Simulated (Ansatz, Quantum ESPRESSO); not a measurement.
# BaCa (Pm-3m): from the cell to the phonon bands, part 2 of 4

How does BaCa (Pm-3m) vibrate, and is this structure a minimum?

Quantum ESPRESSO 7.5; DFT PBE, scalar-relativistic, plane waves, SG15 norm-conserving pseudopotentials.

So far. Step 2 (A probe with smearing): No gap opens on this mesh, so smearing is kept; the start stands at 0.57 GPa. Step 4 (Self-consistent run for the response): The cell stands at 0 GPa, close enough for phonons. The relaxed cell has a = 4.726 Å (conventional setting).

The structure was built from a prototype and need not be the compound's stable phase.

**5. Phonons on a q mesh**

Linear response treats each wavevector in the unit cell, with no supercell; the 2×2×2 mesh fixes the range of the force constants to be had.

ph.in

```
phonons
&INPUTPH
  prefix       = 'x'
  outdir       = './tmp'
  fildyn       = 'x.dyn'
  tr2_ph       = 1.0d-18
  alpha_mix(1) = 0.4
  nmix_ph      = 8
  ldisp        = .true.
  nq1          = 2
  nq2          = 2
  nq3          = 2
/
```

Command:

```sh
$ OMP_NUM_THREADS=1 mpirun -n 4 ph.x -nk 4 -in ph.in > ph.out
```

The log of the run:

```text
[banners, grids, parts of the stress and lines that vanish by symmetry left out]
[banner, memory and clock lines left out]
Program PHONON v.7.5

     ./tmp/x.save/

     IMPORTANT: XC functional enforced from input :
     Exchange-correlation= PBE
                           (   1   4   3   4   0   0   0)
     Any further DFT definition will be discarded
     Please, verify this is what you really want

     G-vector sticks info

     Reading collected, re-writing distributed wavefunctions in ./tmp/

     Dynamical matrices for ( 2, 2, 2)  uniform grid of q-points
     (   4 q-points):
       N         xq(1)         xq(2)         xq(3)
       1   0.000000000   0.000000000   0.000000000
       2   0.000000000   0.000000000  -0.500000000
       3   0.000000000  -0.500000000  -0.500000000
       4  -0.500000000  -0.500000000  -0.500000000

     Number and degeneracy of irreps per q-point
       N         xq(1)         xq(2)         xq(3)   N irreps
       1   0.000000000   0.000000000   0.000000000       2
        3   3
       2   0.000000000   0.000000000  -0.500000000       4
        1   2   1   2
       3   0.000000000  -0.500000000  -0.500000000       4
        1   1   2   2
       4  -0.500000000  -0.500000000  -0.500000000       2
        3   3

     Calculation of q =    0.0000000   0.0000000   0.0000000

     phonons

     bravais-lattice index     =            0
     lattice parameter (alat)  =       8.9314  a.u.
     unit-cell volume          =     712.4465 (a.u.)^3
     number of atoms/cell      =            2
     number of atomic types    =            2
     kinetic-energy cut-off    =      60.0000  Ry
     charge density cut-off    =     240.0000  Ry
     convergence threshold     =      1.0E-18
     beta                      =       0.4000
     number of iterations used =            8
     Exchange-correlation= PBE
                           (   1   4   3   4   0   0   0)

     celldm(1)=    8.93136  celldm(2)=    0.00000  celldm(3)=    0.00000
     celldm(4)=    0.00000  celldm(5)=    0.00000  celldm(6)=    0.00000

     crystal axes: (cart. coord. in units of alat)
               a(1) = (  1.0000  0.0000  0.0000 )
               a(2) = (  0.0000  1.0000  0.0000 )
               a(3) = (  0.0000  0.0000  1.0000 )

     reciprocal axes: (cart. coord. in units 2 pi/alat)
               b(1) = (  1.0000  0.0000  0.0000 )
               b(2) = (  0.0000  1.0000  0.0000 )
               b(3) = (  0.0000  0.0000  1.0000 )

     Atoms inside the unit cell:

     Cartesian axes

     site n.  atom      mass           positions (alat units)
        1  Ba    137.3270   tau(    1) = (    0.00000    0.00000    0.00000  )
        2  Ca     40.0780   tau(    2) = (    0.50000    0.50000    0.50000  )

     Computing dynamical matrix for
                    q = (   0.0000000   0.0000000   0.0000000 )

     49 Sym.Ops. (with q -> -q+G )

     G cutoff =  484.9381  (  44473 G-vectors)     FFT grid: ( 45, 45, 45)

     number of k points=    35  Marzari-Vanderbilt smearing, width (Ry)=  0.0200

     PseudoPot. # 1 for Ba read from file:
     ./pseudo/Ba.upf
     Pseudo is Norm-conserving, Zval = 10.0
     Using radial grid of  602 points,  8 beta functions with:
                l(1) =   0
                l(2) =   0
                l(3) =   1
                l(4) =   1
                l(5) =   2
                l(6) =   2
                l(7) =   3
                l(8) =   3

     PseudoPot. # 2 for Ca read from file:
     ./pseudo/Ca.upf
     Pseudo is Norm-conserving, Zval = 10.0
     Using radial grid of  602 points,  6 beta functions with:
                l(1) =   0
                l(2) =   0
                l(3) =   1
                l(4) =   1
                l(5) =   2
                l(6) =   2

     Mode symmetry, O_h (m-3m)  point group:

     Atomic displacements:
     There are    2 irreducible representations

     Representation     1      3 modes -  To be done

     Representation     2      3 modes -  To be done

     Alpha used in Ewald sum =   2.3000

     Representation #   1 modes #   1   2   3

     Self-consistent Calculation
      iter #   1   av.it.:   5.9
      thresh= 1.000E-02 alpha_mix =  0.400 |ddv_scf|^2 =  8.053E-07
      iter #   2   av.it.:  12.1
      thresh= 8.974E-05 alpha_mix =  0.400 |ddv_scf|^2 =  1.033E-08
      iter #   3   av.it.:  13.1
      thresh= 1.016E-05 alpha_mix =  0.400 |ddv_scf|^2 =  8.258E-10
      iter #   4   av.it.:  13.0
      thresh= 2.874E-06 alpha_mix =  0.400 |ddv_scf|^2 =  9.319E-11
      iter #   5   av.it.:  13.1
      thresh= 9.654E-07 alpha_mix =  0.400 |ddv_scf|^2 =  1.307E-12
      iter #   6   av.it.:  13.6
      thresh= 1.143E-07 alpha_mix =  0.400 |ddv_scf|^2 =  4.136E-14
      iter #   7   av.it.:  13.2
      thresh= 2.034E-08 alpha_mix =  0.400 |ddv_scf|^2 =  7.199E-15
      iter #   8   av.it.:  13.7
      thresh= 8.485E-09 alpha_mix =  0.400 |ddv_scf|^2 =  5.396E-17
      iter #   9   av.it.:  13.5
      thresh= 7.346E-10 alpha_mix =  0.400 |ddv_scf|^2 =  3.978E-19

     End of self-consistent calculation

     Convergence has been achieved

     Representation #   2 modes #   4   5   6

     Self-consistent Calculation
      iter #   1   av.it.:   5.5
      thresh= 1.000E-02 alpha_mix =  0.400 |ddv_scf|^2 =  3.272E-07
      iter #   2   av.it.:  12.2
      thresh= 5.720E-05 alpha_mix =  0.400 |ddv_scf|^2 =  3.855E-09
      iter #   3   av.it.:  12.9
      thresh= 6.209E-06 alpha_mix =  0.400 |ddv_scf|^2 =  2.849E-10
      iter #   4   av.it.:  13.2
      thresh= 1.688E-06 alpha_mix =  0.400 |ddv_scf|^2 =  2.951E-11
      iter #   5   av.it.:  13.2
      thresh= 5.432E-07 alpha_mix =  0.400 |ddv_scf|^2 =  8.192E-13
[...]
End of self-consistent calculation

     Convergence has been achieved

     Number of q in the star =    1
     List of q in the star:
          1   0.000000000   0.000000000   0.000000000

     Diagonalizing the dynamical matrix

     q = (    0.000000000   0.000000000   0.000000000 )

 **************************************************************************
     freq (    1) =      -0.228461 [THz] =      -7.620646 [cm-1]
     freq (    2) =      -0.228461 [THz] =      -7.620646 [cm-1]
     freq (    3) =      -0.228461 [THz] =      -7.620646 [cm-1]
     freq (    4) =       3.658811 [THz] =     122.044812 [cm-1]
     freq (    5) =       3.658811 [THz] =     122.044812 [cm-1]
     freq (    6) =       3.658811 [THz] =     122.044812 [cm-1]
 **************************************************************************

     Mode symmetry, O_h (m-3m)  point group:

     freq (   1-   3) =         -7.6  [cm-1]   --> T_1u G_15  G_4- I
     freq (   4-   6) =        122.0  [cm-1]   --> T_1u G_15  G_4- I

     Calculation of q =    0.0000000   0.0000000  -0.5000000
     [... set-up and bands at k+q left out ...]

     Mode symmetry, D_4h(4/mmm) point group:

     Atomic displacements:
     There are    4 irreducible representations

     Representation     1      1 modes -  To be done

     Representation     2      2 modes -  To be done

     Representation     3      1 modes -  To be done

     Representation     4      2 modes -  To be done

     Message from routine init_vloc:
     Interpolation table for Vloc re-allocated

     Alpha used in Ewald sum =   2.3000

     Representation #   1 mode #   1

     Self-consistent Calculation

[...]
End of self-consistent calculation

     Convergence has been achieved

     Representation #   2 modes #   2   3

     Self-consistent Calculation

[...]
End of self-consistent calculation

     Convergence has been achieved

     Representation #   3 mode #   4

     Self-consistent Calculation

[...]
End of self-consistent calculation

     Convergence has been achieved

     Representation #   4 modes #   5   6

     Self-consistent Calculation

[...]
End of self-consistent calculation

     Convergence has been achieved

     Number of q in the star =    3
     List of q in the star:
          1   0.000000000   0.000000000  -0.500000000
          2   0.000000000  -0.500000000   0.000000000
          3  -0.500000000   0.000000000   0.000000000

     Diagonalizing the dynamical matrix

     q = (    0.000000000   0.000000000  -0.500000000 )

 **************************************************************************
     freq (    1) =       1.649779 [THz] =      55.030703 [cm-1]
     freq (    2) =       1.649779 [THz] =      55.030703 [cm-1]
     freq (    3) =       1.737279 [THz] =      57.949390 [cm-1]
     freq (    4) =       2.224464 [THz] =      74.200117 [cm-1]
     freq (    5) =       3.158044 [THz] =     105.341023 [cm-1]
     freq (    6) =       3.158044 [THz] =     105.341023 [cm-1]
 **************************************************************************

     Mode symmetry, D_4h(4/mmm) point group:

     freq (   1-   2) =         55.0  [cm-1]   --> E_u  X_5' M_5'
     freq (   3-   3) =         57.9  [cm-1]   --> A_2u X_4' M_4'
     freq (   4-   4) =         74.2  [cm-1]   --> A_1g X_1  M_1
     freq (   5-   6) =        105.3  [cm-1]   --> E_g  X_5  M_5

     Calculation of q =    0.0000000  -0.5000000  -0.5000000
     [... set-up and bands at k+q left out ...]

     Mode symmetry, D_4h(4/mmm) point group:

     Atomic displacements:
     There are    4 irreducible representations

     Representation     1      1 modes -  To be done

     Representation     2      1 modes -  To be done

     Representation     3      2 modes -  To be done

     Representation     4      2 modes -  To be done

     Alpha used in Ewald sum =   2.3000

     Representation #   1 mode #   1

     Self-consistent Calculation

[...]
End of self-consistent calculation

     Convergence has been achieved

     Representation #   2 mode #   2

     Self-consistent Calculation

[...]
End of self-consistent calculation

     Convergence has been achieved

     Representation #   3 modes #   3   4

     Self-consistent Calculation

[...]
End of self-consistent calculation

     Convergence has been achieved

     Representation #   4 modes #   5   6

     Self-consistent Calculation

[...]
End of self-consistent calculation

     Convergence has been achieved

     Number of q in the star =    3
     List of q in the star:
          1   0.000000000  -0.500000000  -0.500000000
          2  -0.500000000  -0.500000000   0.000000000
          3  -0.500000000   0.000000000  -0.500000000

     Diagonalizing the dynamical matrix

     q = (    0.000000000  -0.500000000  -0.500000000 )

 **************************************************************************
     freq (    1) =       0.565380 [THz] =      18.859044 [cm-1]
     freq (    2) =       0.565380 [THz] =      18.859044 [cm-1]
     freq (    3) =       1.709118 [THz] =      57.010052 [cm-1]
     freq (    4) =       3.064823 [THz] =     102.231480 [cm-1]
     freq (    5) =       3.064823 [THz] =     102.231480 [cm-1]
     freq (    6) =       3.376489 [THz] =     112.627564 [cm-1]
 **************************************************************************

     Mode symmetry, D_4h(4/mmm) point group:

     freq (   1-   2) =         18.9  [cm-1]   --> E_u  X_5' M_5'
     freq (   3-   3) =         57.0  [cm-1]   --> A_2u X_4' M_4'
     freq (   4-   5) =        102.2  [cm-1]   --> E_u  X_5' M_5'
     freq (   6-   6) =        112.6  [cm-1]   --> B_1u X_2' M_2'

     Calculation of q =   -0.5000000  -0.5000000  -0.5000000
     [... set-up and bands at k+q left out ...]

     Mode symmetry, O_h (m-3m)  point group:

     Atomic displacements:
     There are    2 irreducible representations

     Representation     1      3 modes -  To be done

     Representation     2      3 modes -  To be done

     Alpha used in Ewald sum =   2.3000

     Representation #   1 modes #   1   2   3

     Self-consistent Calculation

[...]
End of self-consistent calculation

     Convergence has been achieved

     Representation #   2 modes #   4   5   6

     Self-consistent Calculation

[...]
iter #   3   av.it.:  11.9
      thresh= 2.285E-05 alpha_mix =  0.400 |ddv_scf|^2 =  5.730E-10

      iter #   4   av.it.:  13.3
      thresh= 2.394E-06 alpha_mix =  0.400 |ddv_scf|^2 =  1.840E-11

      iter #   5   av.it.:  12.1
      thresh= 4.289E-07 alpha_mix =  0.400 |ddv_scf|^2 =  1.003E-12

      iter #   6   av.it.:  12.6
      thresh= 1.001E-07 alpha_mix =  0.400 |ddv_scf|^2 =  2.233E-14

      iter #   7   av.it.:  13.1
      thresh= 1.494E-08 alpha_mix =  0.400 |ddv_scf|^2 =  9.120E-17

      iter #   8   av.it.:  12.4
      thresh= 9.550E-10 alpha_mix =  0.400 |ddv_scf|^2 =  2.315E-17

      iter #   9   av.it.:  13.3
      thresh= 4.812E-10 alpha_mix =  0.400 |ddv_scf|^2 =  2.571E-19

     End of self-consistent calculation

     Convergence has been achieved

     Number of q in the star =    1
     List of q in the star:
          1  -0.500000000  -0.500000000  -0.500000000

     Diagonalizing the dynamical matrix

     q = (   -0.500000000  -0.500000000  -0.500000000 )

 **************************************************************************
     freq (    1) =       2.053347 [THz] =      68.492291 [cm-1]
     freq (    2) =       2.053347 [THz] =      68.492291 [cm-1]
     freq (    3) =       2.053347 [THz] =      68.492291 [cm-1]
     freq (    4) =       2.588608 [THz] =      86.346673 [cm-1]
     freq (    5) =       2.588608 [THz] =      86.346673 [cm-1]
     freq (    6) =       2.588608 [THz] =      86.346673 [cm-1]
 **************************************************************************

     Mode symmetry, O_h (m-3m)  point group:

     freq (   1-   3) =         68.5  [cm-1]   --> T_1u G_15  G_4-
     freq (   4-   6) =         86.3  [cm-1]   --> T_2g G_25' G_5+


[key lines of the parts left out:]
the Fermi energy is     5.4313 ev
```

It took 18 min on 4 MPI ranks of Arm Neoverse V2, shared host.

This step gave:

```
largest acoustic frequency at the zone centre before the sum rule  : -7.62 cm⁻¹
highest optical zone-centre mode (no LO-TO term)                   : 122.0 cm⁻¹
lowest optical zone-centre mode                                    : 122.0 cm⁻¹
lowest mode on the q mesh (acoustic ones at the zone centre apart) : 18.86 cm⁻¹
```

Frequencies (cm⁻¹) at each irreducible wavevector; negative means imaginary. Frequencies by wavevector:

```
 q (fractions)  star  mode 1  mode 2  mode 3  mode 4  mode 5  mode 6
         0 0 0     1   -7.62   -7.62   -7.62     122     122     122
      0 0 -0.5     3   55.03   55.03   57.95    74.2   105.3   105.3
   0 -0.5 -0.5     3   18.86   18.86   57.01   102.2   102.2   112.6
-0.5 -0.5 -0.5     1   68.49   68.49   68.49   86.35   86.35   86.35
```

The acoustic modes at Γ come out as far as 7.6 cm⁻¹ from zero, where they should vanish, a small numerical error.

**6. Fourier transform to real space**

The dynamical matrices of the mesh are Fourier-transformed to force constants in real space.

q2r.in

```
&INPUT
  fildyn = 'x.dyn'
  zasr   = 'simple'
  flfrc  = 'x.fc'
/
```

Command:

```sh
$ q2r.x < q2r.in > q2r.out
```

The log of the run:

```text
[banners, grids, parts of the stress and lines that vanish by symmetry left out]
[banner, memory and clock lines left out]
Program Q2R v.7.5

  reading grid info from file x.dyn0

  reading force constants from file x.dyn1
  Dielectric Tensor not found
  nqs=            1
 q=   0.00000000  0.00000000  0.00000000
  reading force constants from file x.dyn2
  nqs=            3
 q=   0.00000000  0.00000000 -0.50000000
[...]
reading force constants from file x.dyn3
  nqs=            3
[...]
q=  -0.50000000  0.00000000 -0.50000000
  reading force constants from file x.dyn4
  nqs=            1
 q=  -0.50000000 -0.50000000 -0.50000000

      q-space grid ok, #points =    8

      fft-check success (sum of imaginary terms < 10^-12)
```

It took 0.47 s on 1 thread.

**7. Interpolated phonon bands**

From the force constants any wavevector is cheap; points of the mesh come back as solved, but for the sum rule and, in polar crystals, the LO-TO term at Γ; the rest is interpolation.

matdyn.in

```
&INPUT
  asr              = 'simple'
  flfrc            = 'x.fc'
  flfrq            = 'x.freq'
  flvec            = 'x.modes'
  q_in_band_form   = .true.
  q_in_cryst_coord = .true.
/
8
  0.0000000   0.0000000   0.0000000  12  ! GAMMA
  0.0000000   0.5000000   0.0000000  12  ! X
  0.5000000   0.5000000   0.0000000  12  ! M
  0.0000000   0.0000000   0.0000000  12  ! GAMMA
  0.5000000   0.5000000   0.5000000  12  ! R
  0.0000000   0.5000000   0.0000000   1  ! X
  0.5000000   0.5000000   0.5000000  12  ! R
  0.5000000   0.5000000   0.0000000   1  ! M
```

Command:

```sh
$ matdyn.x -in matdyn.in > matdyn.out
```

The log of the run:

```text
[banner, memory and clock lines left out]
Program MATDYN v.7.5

 mass for atomic type   1 not given; uses mass from file x.fc
 mass for atomic type   2 not given; uses mass from file x.fc
     Message from routine matdyn:
     Z* not found in file x.fc, TO-LO splitting at q=0 will be absent!
     Message from routine matdyn:
     Z* not found in file x.fc, TO-LO splitting at q=0 will be absent!

Note: The following floating-point exceptions are signalling: IEEE_UNDERFLOW_FLAG
```

The job ended after 0.48 s (1 thread).

Read from the output:

- lowest frequency on the path: -7.322 cm⁻¹

Matdyn.x, sum rule simple. Phonon branches along the path, in cm⁻¹:

```
    point  branch 1  branch 2  branch 3  branch 4  branch 5  branch 6
        Γ         0         0         0       123       123       123
        X        55        55        58        77       107       107
        M        21        21        57       103       103       114
        Γ         0         0         0       123       123       123
        R        68        68        68        88        88        88
        X        55        55        58        77       107       107
jump to R        68        68        68        88        88        88
        M        21        21        57       103       103       114
```

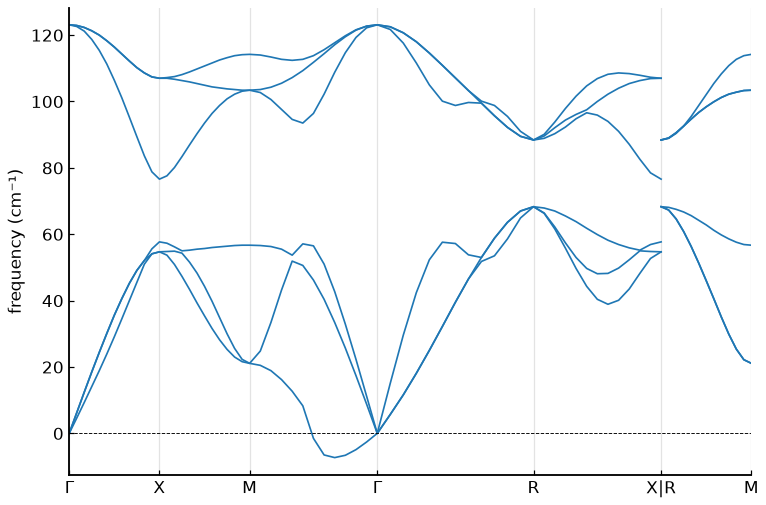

Phonon branches along the path.

Lowest modes at the softest wavevector of the mesh; phase exp(i q.(R + tau)). The modes at q = (0.000, 0.500, 0.500) (shares of kinetic energy by element, %):

```
mode  frequency (cm⁻¹)  Ba %  Ca %
   1              18.9    69    31
   2              18.9    69    31
   3              57.0   100     0
   4             102.2    31    69
   5             102.2    31    69
   6             112.6     0   100
```

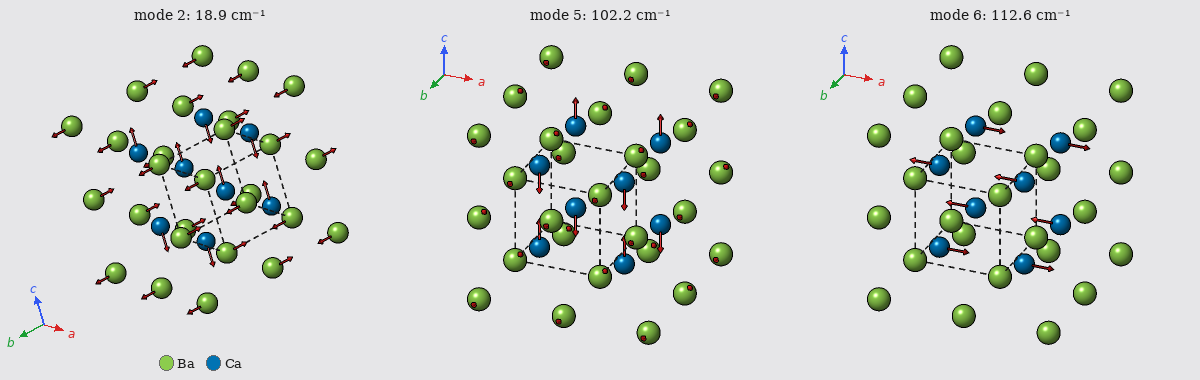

Displacement patterns of modes 2, 5 and 6 at q = (0.000, 0.500, 0.500); arrows are exaggerated. 2×2×2 cells are drawn. Some periodic images of atoms are drawn too.

Force constants by pair (phonopy on the run's constants); pairs near half the supercell's span include their periodic images. Pair force constants, by row:

```
atom  neighbour  distance (Å)  third of the trace (eV/Å²)  along the pair's line (eV/Å²)
 Ba1     itself             0                       1.756                              –
 Ba1         Ca         4.093                     -0.2151                        -0.5347
 Ba1         Ba         4.726                     -0.0996                        -0.1506
 Ba1         Ba         6.684                      0.0964                         0.0941
 Ca2     itself             0                       1.365                              –
 Ca2         Ba         4.093                     -0.2151                        -0.5347
 Ca2         Ca         4.726                      0.0805                         0.3506
 Ca2         Ca         6.684                      0.0151                         0.0174
```

Mode patterns, pair constants, displacements and means over the zone were worked out by phonopy from the force constants of q2r.x.

The path dips to 7i cm⁻¹ between the solved wavevectors, whose modes are all real, so the dip may come from the interpolation.

(Part 2 of 4 ends here.)

[Host names and launcher messages were left out of these logs when they were recorded.]

[Logs are printed without paths, hosts, clocks, repeated set-up lines and the standing remarks that a program may print on its own settings, such as how far it seeks lower states.]

[Hosts, paths, dates, database ids (printed as entryN), source tags and the programs' standing remarks are cut or masked in the printed files.]
